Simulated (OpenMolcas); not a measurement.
## Single-point calculation, with input and output: SiH (charge −1) (part 3 of 3)

Continued. System: SiH, charge −1. Method: B2PLYP/def2-TZVPPD, RKS (OpenMolcas 26.06). The geometry is that of the parent species in another charge or spin state. The geometry comes from this level: PBE0-D4/def2-TZVP.

Geometry of the input (Å):
```
Si 0.0000  0.0000  -0.0076
H  -0.0000  -0.0000  1.5241
```

Output, continued
```
        1 SI1    1s        -0.0000   -0.0079   -0.0000   -0.0116    0.0000   -0.0000    0.0585
        2 SI1    1s        -0.0000   -0.0024   -0.0000   -0.0116   -0.0000   -0.0000    0.0519
        3 SI1    1s         0.0000    0.0602    0.0000    0.0784   -0.0000    0.0000   -0.4017
        4 SI1    1s        -0.0000   -0.1239   -0.0000   -0.3753   -0.0000   -0.0000    1.9834
        5 SI1    1s         0.0000    0.0697   -0.0000   -0.0372    0.0000    0.0000   -0.4083
        6 SI1    1s        -0.0000   -1.1374    0.0000   -0.0287   -0.0000   -0.0000    1.1286
        7 SI1    2px        0.0177   -0.0000   -0.0000   -0.0000    0.0024   -0.0042   -0.0000
        8 SI1    2px        0.0069   -0.0000    0.0000    0.0000    0.0011   -0.0014    0.0000
        9 SI1    2px       -0.0135    0.0000   -0.0000    0.0000   -0.0025    0.0017    0.0000
       10 SI1    2px       -0.0820    0.0000    0.0000   -0.0000   -0.0185    0.0347   -0.0000
       11 SI1    2px       -1.1503    0.0000    0.0000    0.0000    0.4692   -0.5422   -0.0000
       12 SI1    2py       -0.0157    0.0000    0.0000   -0.0000    0.0027    0.0037   -0.0000
       13 SI1    2py       -0.0061    0.0000    0.0000    0.0000    0.0013    0.0012    0.0000
       14 SI1    2py        0.0119   -0.0000   -0.0000   -0.0000   -0.0028   -0.0015   -0.0000
       15 SI1    2py        0.0723   -0.0000   -0.0000    0.0000   -0.0210   -0.0306    0.0000
       16 SI1    2py        1.0146    0.0000    0.0000   -0.0000    0.5320    0.4782   -0.0000
       17 SI1    2pz       -0.0000   -0.1048    0.0000    0.0268   -0.0000   -0.0000   -0.0514
       18 SI1    2pz        0.0000   -0.0217    0.0000    0.0047    0.0000   -0.0000   -0.0079
       19 SI1    2pz       -0.0000    0.0050    0.0000    0.0027   -0.0000   -0.0000    0.0066
       20 SI1    2pz        0.0000    0.7022   -0.0000   -0.2320    0.0000    0.0000    0.4681
       21 SI1    2pz       -0.0000   -2.0844    0.0000    0.1584    0.0000    0.0000    0.5091
       22 SI1    3d2-      -0.0000    0.0070    0.0067    0.0516    0.0000    0.0000    0.0117
       23 SI1    3d2-      -0.0000    0.0095    0.0119    0.0878    0.0000    0.0000    0.0401
       24 SI1    3d2-       0.0000    0.1624    0.1478    1.1440    0.0000    0.0000    0.2027
       25 SI1    3d2-      -0.0000   -0.0952   -0.0867   -0.6698   -0.0000   -0.0000   -0.1221
       26 SI1    3d1-      -0.0075    0.0000    0.0000   -0.0000    0.0395    0.0350    0.0000
       27 SI1    3d1-      -0.0469   -0.0000    0.0000   -0.0000    0.0613    0.0545    0.0000
       28 SI1    3d1-      -0.0043   -0.0000    0.0000   -0.0000    0.9573    0.8412    0.0000
       29 SI1    3d1-       0.8445   -0.0000   -0.0000    0.0000   -0.1536   -0.1353    0.0000
       30 SI1    3d0        0.0000   -0.0329    0.0000    0.0012    0.0000   -0.0000    0.0175
       31 SI1    3d0        0.0000   -0.0885    0.0000    0.0145    0.0000    0.0000   -0.0133
       32 SI1    3d0        0.0000   -1.0662    0.0000    0.0842    0.0000    0.0000    0.1517
       33 SI1    3d0       -0.0000   -0.2671    0.0000    0.0711    0.0000    0.0000   -0.2031
       34 SI1    3d1+       0.0085    0.0000    0.0000   -0.0000    0.0349   -0.0397   -0.0000
       35 SI1    3d1+       0.0532   -0.0000    0.0000   -0.0000    0.0540   -0.0618   -0.0000
       36 SI1    3d1+       0.0049    0.0000    0.0000    0.0000    0.8443   -0.9537   -0.0000
       37 SI1    3d1+      -0.9574    0.0000   -0.0000   -0.0000   -0.1355    0.1534    0.0000
       38 SI1    3d2+      -0.0000   -0.0009    0.0532   -0.0065   -0.0000   -0.0000   -0.0015
       39 SI1    3d2+      -0.0000   -0.0012    0.0946   -0.0111   -0.0000   -0.0000   -0.0051
       40 SI1    3d2+      -0.0000   -0.0204    1.1734   -0.1441   -0.0000   -0.0000   -0.0255
       41 SI1    3d2+       0.0000    0.0120   -0.6885    0.0844    0.0000    0.0000    0.0154
       42 SI1    4f3-      -0.0031   -0.0000   -0.0000   -0.0000   -0.0003    0.0001    0.0000
       43 SI1    4f2-      -0.0000    0.0049    0.0007    0.0043    0.0000    0.0000    0.0002
       44 SI1    4f1-      -0.0046    0.0000   -0.0000    0.0000    0.0108    0.0078   -0.0000
       45 SI1    4f0        0.0000   -0.1010    0.0000    0.0273    0.0000    0.0000   -0.0889
       46 SI1    4f1+       0.0052   -0.0000    0.0000   -0.0000    0.0095   -0.0089    0.0000
       47 SI1    4f2+       0.0000   -0.0006    0.0057   -0.0005   -0.0000   -0.0000   -0.0000
       48 SI1    4f3+      -0.0021   -0.0000   -0.0000   -0.0000    0.0004    0.0001    0.0000
       49 H2     1s         0.0000   -0.0723    0.0000    0.0169    0.0000    0.0000   -0.0173
       50 H2     1s        -0.0000    0.0438   -0.0000   -0.1090   -0.0000   -0.0000    0.7964
       51 H2     1s        -0.0000    2.1791    0.0000    0.2870   -0.0000   -0.0000   -2.7289
       52 H2     2px        0.0253   -0.0000   -0.0000   -0.0000    0.0010   -0.0009   -0.0000
       53 H2     2px       -0.0895    0.0000    0.0000    0.0000    0.0213   -0.0311   -0.0000
       54 H2     2px        1.8091   -0.0000   -0.0000    0.0000   -0.6724    0.7635    0.0000
       55 H2     2py       -0.0223    0.0000   -0.0000    0.0000    0.0012    0.0008   -0.0000
       56 H2     2py        0.0789   -0.0000    0.0000   -0.0000    0.0241    0.0274    0.0000
       57 H2     2py       -1.5957    0.0000   -0.0000    0.0000   -0.7623   -0.6734   -0.0000
       58 H2     2pz       -0.0000    0.0241   -0.0000   -0.0036   -0.0000   -0.0000    0.0028
       59 H2     2pz        0.0000   -0.2426    0.0000    0.0673    0.0000    0.0000   -0.2191
       60 H2     2pz        0.0000    0.7687   -0.0000   -0.4147    0.0000    0.0000    1.4813
       61 H2     3d2-       0.0000   -0.0007    0.0001    0.0006    0.0000    0.0000    0.0005
       62 H2     3d1-       0.0021    0.0000    0.0000   -0.0000    0.0054    0.0041    0.0000
       63 H2     3d0       -0.0000    0.0052   -0.0000   -0.0019   -0.0000   -0.0000    0.0105
       64 H2     3d1+      -0.0024    0.0000    0.0000   -0.0000    0.0048   -0.0046   -0.0000
       65 H2     3d2+       0.0000    0.0001    0.0004   -0.0001   -0.0000    0.0000   -0.0001
--

++    Molecular charges:
      ------------------

      Mulliken charges per centre and basis function type
      ---------------------------------------------------

                SI1     H2
      1s       5.7616  0.9897
      2px      3.1036  0.0208
      2pz      3.0842  0.0781
      2py      2.8585  0.0161
      3d2+     0.0000  0.0000
      3d1+     0.0001  0.0002
      3d0      0.0801  0.0003
      3d1-     0.0001  0.0001
      3d2-     0.0002  0.0000
      4f3+     0.0001  0.0000
      4f2+     0.0000  0.0000
      4f1+     0.0000  0.0000
      4f0      0.0058  0.0000
      4f1-     0.0000  0.0000
      4f2-     0.0001  0.0000
      4f3-     0.0002  0.0000
      Total   14.8947  1.1053

      N-E     -0.8947 -0.1053

      Total electronic charge=   16.000000

      Total            charge=   -1.000000
--

++    Molecular properties:
      ---------------------

      Charge (e):
                      =   -1.0000
      Dipole Moment (debye):
      Origin of the operator (angstrom)=    0.0000    0.0000    0.0457
                   X=  1.1826E-16               Y= -3.5140E-15               Z=  2.0464E-03           Total=  2.0464E-03
      Center of Charge (angstrom)
                     X=   -0.00000000               Y=    0.00000000               Z=    0.04525320
      Quadrupole Moment (debye*angstrom):
      Origin of the operator (angstrom)=    0.0000    0.0000    0.0457
                  XX= -2.3541E+01              XY=  6.0109E+00              XZ= -3.7501E-15              YY= -2.2027E+01
                  YZ=  1.6649E-15              ZZ= -2.3430E+01
      In traceless form (debye*angstrom)
                  XX= -8.1243E-01              XY=  9.0164E+00              XZ= -5.6251E-15              YY=  1.4580E+00
                  YZ=  2.4973E-15              ZZ= -6.4557E-01
--

--- Stop Module: scf /rc=_RC_ALL_IS_WELL_ ---
--- Module scf spent 10 seconds ---

--- Start Module: mbpt2 ---

                                               &MBPT2

                       available to each process: 1.9 GB of memory, 1 thread

 ###############################################################################
 ###    WARNING: MP2 implementation intended for RHF references only         ###
 ###############################################################################
MBPT2 WARNING: Reference function according to RunFile:KS-DFT
I'll assume you know what you're doing and continue

WARNING!
Default frozen orbitals as non valence orbitals is overwritten by user input.
Default values:   2

      Cartesian coordinates in angstrom:
      -----------------------------------------------------
      No.  Label        X            Y            Z
      -----------------------------------------------------
       1   SI1        0.00000000   0.00000000  -0.00758000
       2   H2         0.00000000   0.00000000   1.52414000
      -----------------------------------------------------
      Nuclear repulsion energy =    4.83670707

      Contents of RUNFILE file:
      -------------------------

      Symmetry species                           1
                                                 a
      Number of basis functions                 65
      Frozen occupied orbitals                   5
      Active occupied orbitals                   3
      Active external orbitals                  57
      Deleted external orbitals                  0

      Reference numbers of frozen occupied orbitals according to the original input sequence
      symmetry species 1                        1  2  3  4  5

      Energies of the active occupied orbitals

      symmetry species 1                    -0.291918     -0.078260      0.048154

      Energies of the active external orbitals

      symmetry species 1                     0.157992      0.202150      0.262668      0.278207      0.284665
                                             0.285051      0.288571      0.294168      0.392969      0.449191
                                             0.455303      0.457940      0.464714      0.565136      0.602782
                                             0.606225      0.609302      0.624333      0.630960      0.715976
                                             0.873704      1.186400      1.204055      1.281231      1.339882
                                             1.341057      1.343234      1.343752      1.359378      1.363367
                                             1.365334      1.388555      1.517952      1.534202      1.562837
                                             1.632006      1.656429      1.765913      1.949275      3.066669
                                             3.626235      3.626427      3.856004      3.866702      4.056418
                                             4.331950      4.340554      4.752922      4.787083      4.787274
                                             4.895460      4.915334      5.158924      6.486417      6.506797
                                             6.934895     10.867335

      ********************************************************************************************************
      *                                               Results                                                *
      ********************************************************************************************************

 Conventional algorithm used...

       SCF energy                           =     -289.8300259347 a.u.
       Second-order correlation energy      =       -0.1437626222 a.u.

       Total energy                         =     -289.9737885569 a.u.
       Reference weight ( Cref**2 )         =        0.88817

::    Total MBPT2 energy                             -289.9737885569

       Zeroth-order energy (E0)             =     -162.3323750136 a.u.

       Shanks-type energy S1(E)             =     -289.9739508424 a.u.

       Data processing and timing information:

       Section                                              time(sec)
                                                          CPU  Elapsed

      Input data processing                              0.04      0.04
      Transformation of integrals                        0.01      0.03
      MBPT2 calculations (BJAI)                          0.00      0.00
      Total MBPT2 calculations                           0.05      0.07

--- Stop Module: mbpt2 /rc=_RC_ALL_IS_WELL_ ---

.##################.
.# Happy landing! #.
.##################.

    Timing: Wall=11.79 User=9.15 System=2.57
```

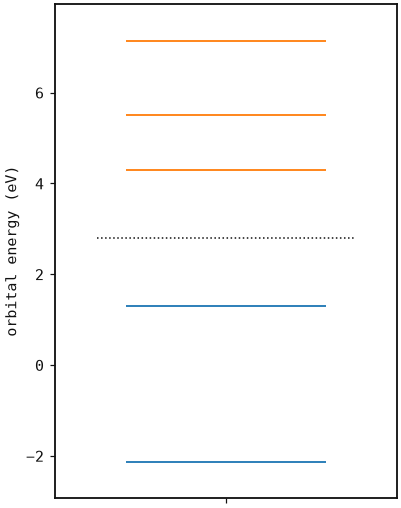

Orbital energies near the frontier; the dotted line parts filled from empty levels, and levels within 0.02 eV of each other stand side by side. Highest filled 1.31 eV, lowest empty 4.30 eV, 2.99 eV apart.

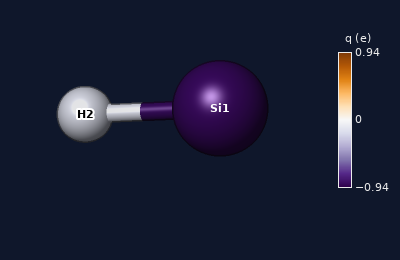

Mulliken charges, as the colour of each atom (ball-and-stick view, seen at a tilt; atoms are numbered from 1 in the order of the input). By element: Si −0.89 and H −0.11 e.

Key numbers

```json
{"quantity": "outcome", "value": "converged"}
{"quantity": "total energy", "value": "−289.868842 hartree"}
{"quantity": "SCF energy", "value": "−289.830026 hartree"}
{"quantity": "correlation energy", "value": "−0.143763 hartree"}
{"quantity": "basis functions", "value": "65"}
{"quantity": "HOMO", "value": "1.31 eV"}
{"quantity": "LUMO", "value": "4.30 eV"}
{"quantity": "hardware", "value": "1 thread of Intel Xeon (Sapphire Rapids), 64 GiB of memory available, shared host"}
{"quantity": "wall time", "value": "12 s"}
{"quantity": "peak memory", "value": "0.4 GiB"}
```

Notes

The record of the run, not the program, notes: the program prints the second-order term unscaled; the energy takes 0.27 of it.
